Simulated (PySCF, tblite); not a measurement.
# C6H16AlClO: geometry, infrared bands and NMR shifts

Aim: predict the infrared bands and NMR shifts of C6H16AlClO (`CC[O+](CC(C)C)[AlH2-][Cl]`).

Programs: tblite 0.8.0 and PySCF 2.14.0, with density-fitted response routines of our own. Each step states its level of theory. These are calculated values for one molecule in the gas phase, unless marked as measured. Atoms count from 0, in the outputs and in this text.

## (1) The starting structure

25 atoms, charge 0, multiplicity 1; geometry from: force field or distance geometry start.

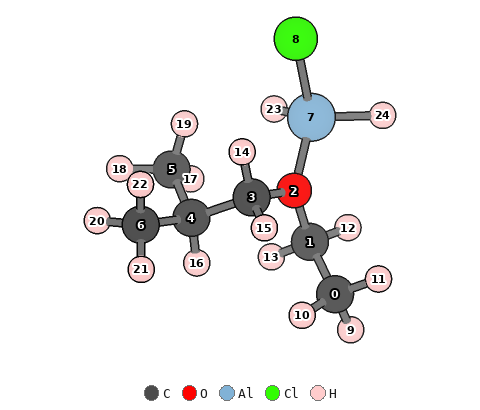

As it starts; carbon dark grey, oxygen red, aluminium light blue, chlorine green, hydrogen pink, atoms numbered.

## (2) Geometry optimisation with GFN2-xTB

What the job is given:

```
{"job": {"kind": "relax", "xc": "GFN2-xTB", "basis": "xTB"}, "charge": 0, "multiplicity": 1}
C     -2.269600     1.346500    -0.680400
C     -1.590800     0.015900    -0.792100
O     -0.925100    -0.384100     0.353500
C      0.054400     0.407000     0.815900
C      1.152900     0.541100    -0.197600
C      1.676300    -0.859300    -0.498000
C      2.314900     1.401300     0.286300
Al    -1.024300    -2.095200     0.807800
Cl    -0.160500    -2.607700     2.758100
H     -2.855300     1.486700    -1.616100
H     -1.593200     2.200800    -0.559200
H     -3.046800     1.308400     0.143400
H     -2.406600    -0.727700    -0.968900
H     -0.929800    -0.032600    -1.682100
H      0.529200    -0.059200     1.719300
H     -0.255400     1.414800     1.169800
H      0.763800     0.990500    -1.143800
H      1.107500    -1.333500    -1.297900
H      2.776300    -0.744000    -0.727500
H      1.673800    -1.415400     0.468300
H      3.178600     1.080500    -0.328200
H      2.153400     2.474700     0.137500
H      2.598500     1.141400     1.352900
H     -0.367800    -2.990300    -0.368700
H     -2.565300    -2.536800     0.856600
```

On the command line:

```
$ OMP_NUM_THREADS=1 python probes_run.py task.json out
```

One launch serves the whole session: the jobs run in the order shown.

**Question.** This job is followed by: GFN2-xTB harmonic vibrations, gas phase; GIAO PBE0/pcSseg-1 NMR shielding, non-relativistic, gas phase. Predict these results of the whole session: strongest single infrared mode (GFN2-xTB); zero-point energy (GFN2-xTB); 13C shifts against TMS (PBE0/pcSseg-1, means over atoms taken as alike); 1H shifts against TMS (PBE0/pcSseg-1, means over atoms taken as alike); 17O shifts against H2O (PBE0/pcSseg-1); 27Al shifts against AlH4- (PBE0/pcSseg-1); 35Cl shifts against HCl (PBE0/pcSseg-1).

As calculated:

| quantity | value |
| --- | --- |
| strongest single infrared mode (GFN2-xTB) | 714 cm⁻¹, 622 km/mol |
| zero-point energy (GFN2-xTB) | 129.7 kcal/mol |
| 13C shifts against TMS (PBE0/pcSseg-1, means over atoms taken as alike) | 73.6, 63.1, 28.6, 20.6, 13.1 ppm |
| 1H shifts against TMS (PBE0/pcSseg-1, means over atoms taken as alike) | 4.10, 4.08, 3.94, 1.94, 1.37, 1.11 ppm |
| 17O shifts against H2O (PBE0/pcSseg-1) | 32.9 ppm |
| 27Al shifts against AlH4- (PBE0/pcSseg-1) | 65.3 ppm |
| 35Cl shifts against HCl (PBE0/pcSseg-1) | -42 ppm |

Relaxing lowered the energy by 1.249 eV in 146 steps; the close pair that moved most is Al7–Cl8, from 2.194 to 2.046 Å. All 69 modes are real, so the xTB geometry is a minimum. The strongest single mode, at 714 cm⁻¹, moves mainly H24 and H23. Unscaled tight-binding wavenumbers are off by several per cent, some by more. Its intensities can rank the bands wrongly. At PBE0/pcSseg-1: The largest span, 152 ppm, is at Cl8, where the paramagnetic term is -159 ppm.
